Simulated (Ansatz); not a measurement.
A series of calculations on C2H8O2Si

## 1. Relaxation

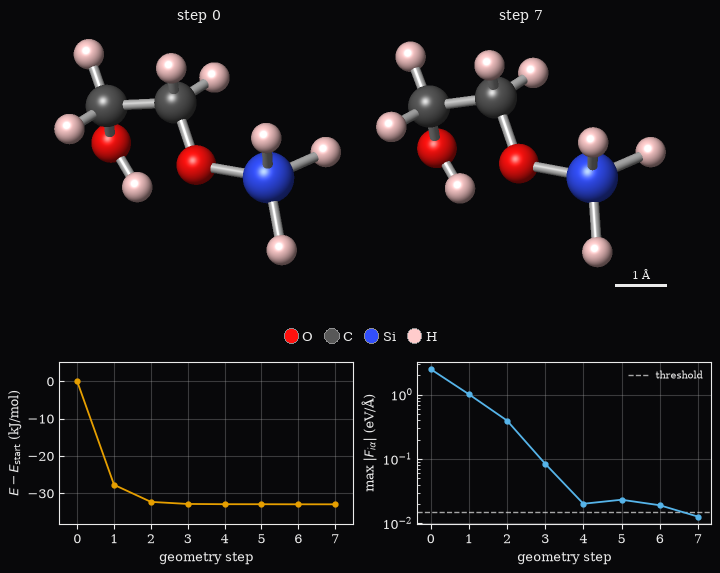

First and last geometry of a relaxation of C2H8O2Si, with the history of the run. A ball-and-stick model, seen from a free direction.

The run prepares an end point of a later path (torsion) calculation, from a guessed geometry.

Method: RKS r2SCAN-D4/def2-SVP in Ansatz.

The input:
```yaml
crystal:
  periodic: [false, false, false]
  atoms:
    - { symbol: O, position_ang: [-1.0755, -2.0864, 0.6729] }
    - { symbol: C, position_ang: [0.1863, -1.8093, 0.1575] }
    - { symbol: C, position_ang: [0.5091, -0.3259, 0.2891] }
    - { symbol: O, position_ang: [-0.3271, 0.4368, -0.4681] }
    - { symbol: Si, position_ang: [-0.2269, 2.0744, -0.5269] }
    - { symbol: H, position_ang: [-1.687, -1.3482, 0.2375] }
    - { symbol: H, position_ang: [0.2284, -2.1079, -0.8892] }
    - { symbol: H, position_ang: [0.9297, -2.4142, 0.7118] }
    - { symbol: H, position_ang: [0.4734, -0.0204, 1.401] }
    - { symbol: H, position_ang: [1.5642, -0.156, -0.0385] }
    - { symbol: H, position_ang: [-1.3109, 2.6664, -1.3277] }
    - { symbol: H, position_ang: [1.1201, 2.4168, -1.0607] }
    - { symbol: H, position_ang: [-0.3633, 2.6392, 0.8561] }
basis:
  gaussian: { orbitals: def2-SVP }
hamiltonian:
  xc: r2scan
  dispersion: d4
relax:
  f_tol: 0.015
  max_steps: 40
output:
  orbitals: {}
```

Launched with:
```bash
ansatz run input.yaml --threads 2 --pin off --max-ram 3072MiB --backend cpu --events-out ev --progress --plain --runs-dir out
```

Question: Did the run converge, and what did it change?

Answer: It converged. The largest move after the best rigid fit is that of H11, 0.15 Å. By element the largest moves are H 0.15 Å, O 0.14 Å, C 0.10 Å, Si 0.04 Å. Near-neighbour distances that change, for instance: O1–H6 1.053 → 0.970 Å, C3–O4 1.362 → 1.424 Å, C3–H9 1.154 → 1.108 Å, O4–Si5 1.642 → 1.671 Å. Bond angles that change, for instance: O4–Si5–H11 112.1° → 106.2°, C2–C3–O4 111.5° → 106.9°, H11–Si5–H13 106.4° → 110.3°. After 7 geometry steps the energy has fallen by 32.9 kJ/mol. The largest force component goes from 2.5 to 0.013 eV/Å.

## 2. Relaxation

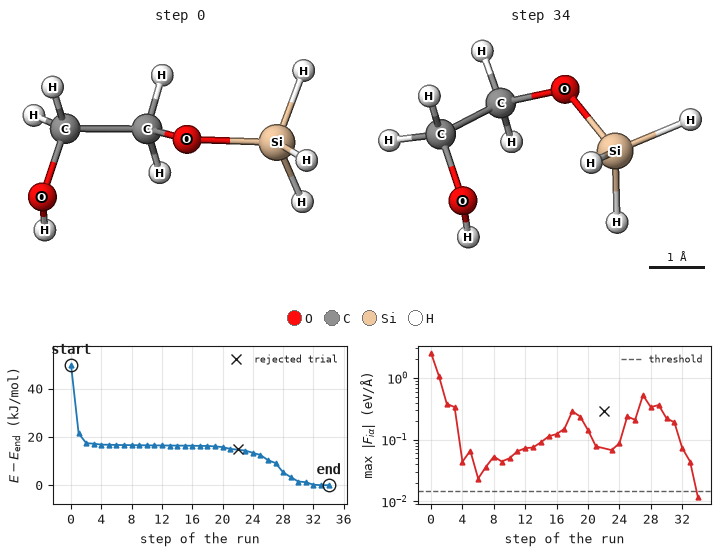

First and last geometry of a relaxation of C2H8O2Si, with the history of the run. A ball-and-stick model, seen at a tilt.

The run prepares an end point of a later path (torsion) calculation, from a guessed geometry.

All numbers below come from Ansatz 0.2.0, RKS r2SCAN-D4/def2-SVP.

Input
```yaml
crystal:
  periodic: [false, false, false]
  atoms:
    - { symbol: O, position_ang: [-1.0755, -2.0864, 0.6729] }
    - { symbol: C, position_ang: [0.1863, -1.8093, 0.1575] }
    - { symbol: C, position_ang: [0.26045, -2.18276, -1.31797] }
    - { symbol: O, position_ang: [0.12073, -3.52479, -1.50163] }
    - { symbol: Si, position_ang: [0.15256, -4.22646, -2.9855] }
    - { symbol: H, position_ang: [-1.687, -1.3482, 0.2375] }
    - { symbol: H, position_ang: [0.94048, -2.35929, 0.71896] }
    - { symbol: H, position_ang: [0.38731, -0.72865, 0.29015] }
    - { symbol: H, position_ang: [-0.5335, -1.58802, -1.90691] }
    - { symbol: H, position_ang: [1.24867, -1.85407, -1.72393] }
    - { symbol: H, position_ang: [-0.13115, -5.66943, -2.92112] }
    - { symbol: H, position_ang: [1.48614, -3.9401, -3.58229] }
    - { symbol: H, position_ang: [-0.91174, -3.62258, -3.85318] }
basis:
  gaussian: { orbitals: def2-SVP }
hamiltonian:
  xc: r2scan
  dispersion: d4
relax:
  f_tol: 0.015
  max_steps: 40
```

Launched with:
```bash
ansatz run input.yaml --threads 2 --pin off --max-ram 3072MiB --backend cpu --events-out ev --progress --plain --runs-dir out
```

Question: Did the run converge, and what did it change?

Answer: It converged. The energy falls by 49.8 kJ/mol in 33 accepted moves (34 points after the start). Largest force component: 2.5 eV/Å at the start, 0.012 eV/Å at the end. The line search rejected the trial step at point 22 of the run. The atom that moves furthest after the best rigid fit is H11 (1.38 Å). Largest moves by element: H 1.38 Å, O 1.30 Å, C 0.66 Å, Si 0.43 Å. Among the contacts that change: O1–H6 1.053 → 0.968 Å, C3–O4 1.362 → 1.404 Å, C3–H9 1.154 → 1.113 Å, O4–Si5 1.642 → 1.674 Å. Among the angles between lasting bonds that change: C2–O1–H6 103.5° → 108.0°, H11–Si5–H12 112.3° → 108.1°, H11–Si5–H13 106.4° → 110.4°. Groups turn about C3–O4 by about 120°, O4–Si5 by about 90°. Cost: 2.6 min on 2 threads of Arm Neoverse V1, with other jobs on the host, peak memory 0.17 GiB.

| step | E − E(0), kJ/mol | largest force component, eV/Å | note |
| --- | --- | --- | --- |
| 0 | 0.00 | 2.5358 |  |
| 1 | -28.35 | 1.0756 |  |
| 2 | -32.37 | 0.3823 |  |
| 3 | -32.62 | 0.3369 |  |
| 4 | -33.00 | 0.0440 |  |
| 5 | -33.06 | 0.0666 |  |
| 6 | -33.14 | 0.0235 |  |
| 7 | -33.19 | 0.0365 |  |
| 8 | -33.21 | 0.0534 |  |
| 9 | -33.25 | 0.0443 |  |
| 10 | -33.29 | 0.0502 |  |
| 11 | -33.32 | 0.0650 |  |
| 13 | -33.37 | 0.0749 |  |
| 14 | -33.41 | 0.0909 |  |
| 15 | -33.43 | 0.1136 |  |
| 16 | -33.46 | 0.1236 |  |
| 18 | -33.55 | 0.2888 |  |
| 19 | -33.72 | 0.2371 |  |
| 20 | -34.02 | 0.1426 |  |
| 21 | -34.75 | 0.0782 |  |
| 23 | -35.46 | 0.0679 |  |
| 24 | -36.39 | 0.0876 |  |
| 25 | -37.30 | 0.2382 |  |
| 26 | -39.41 | 0.2096 |  |
| 28 | -44.48 | 0.3366 |  |
| 29 | -46.45 | 0.3647 |  |
| 30 | -48.29 | 0.2216 |  |
| 31 | -48.55 | 0.1917 |  |
| 33 | -49.80 | 0.0444 |  |
| 34 | -49.82 | 0.0117 |  |

## 3. Path

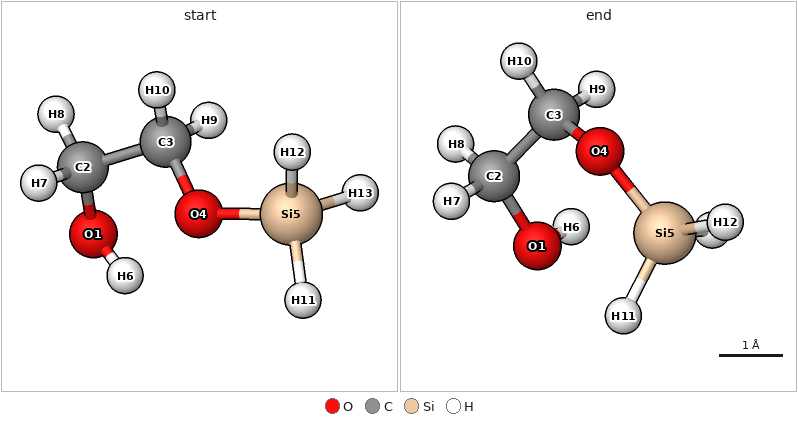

The two relaxed end points of a path for C₂H₈O₂Si. A ball-and-stick model, seen at a tilt.

All numbers below come from RKS r2SCAN-D4/def2-SVP (Ansatz).

Run with 7 movable images; climbing image; force threshold 0.05 eV/Å; iteration limit 54.

Start:
```xyz
13

O    -1.1499   -1.9842    0.6239
C     0.1664   -1.8070    0.1687
C     0.6008   -0.3637    0.3184
O    -0.3250    0.4266   -0.4203
Si   -0.2414    2.0940   -0.4910
H    -1.6668   -1.2976    0.1752
H     0.2827   -2.1016   -0.8965
H     0.8246   -2.4574    0.7685
H     0.5774   -0.0760    1.3883
H     1.6328   -0.2225   -0.0600
H    -1.3746    2.5298   -1.3479
H     1.0585    2.5329   -1.0872
H    -0.3648    2.6920    0.8748
```

End:
```xyz
13

O    -1.3213   -0.9151    0.1264
C    -0.0259   -1.4655   -0.0268
C     1.0451   -0.4616    0.3560
O     0.9768    0.7042   -0.4237
Si   -0.3216    1.7556   -0.5282
H    -1.4747   -0.7681    1.0705
H     0.0738   -1.7182   -1.0947
H     0.1047   -2.4007    0.5548
H     0.9426   -0.2158    1.4366
H     2.0461   -0.9093    0.2210
H    -1.3185    1.3890   -1.5725
H     0.2856    3.0648   -0.9071
H    -0.9921    1.9059    0.8025
```

**What barrier does the band find between them, and by what path?**

Forward barrier 0.186 eV, backward barrier 0.193 eV, with image 3 at the top; the reaction energy is −0.007 eV. The motion is a rotation about the O1–C2 bond by about 115°, with a turn of about 120° about C3–O4, with a turn of about 95° about O4–Si5. No bond forms or breaks between the ends. Among the angles between lasting bonds that change up to the highest image: O1–C2–H7 112.1° → 107.8°, O1–C2–H8 108.0° → 111.8°. The band converged in 16 iterations, with a climbing image at the top.

Energies of the converged images:

```tsv
image	path (Å)	E (eV)
0	0.00	0.000
1	0.40	0.011
2	0.80	0.119
3	1.20	0.186
4	1.97	0.163
5	2.73	0.153
6	3.50	0.117
7	4.27	0.045
8	5.03	-0.007
```

The geometry at the top of the path:

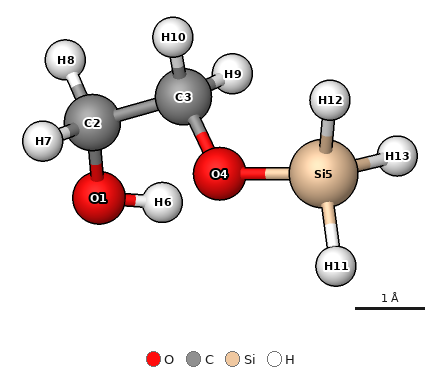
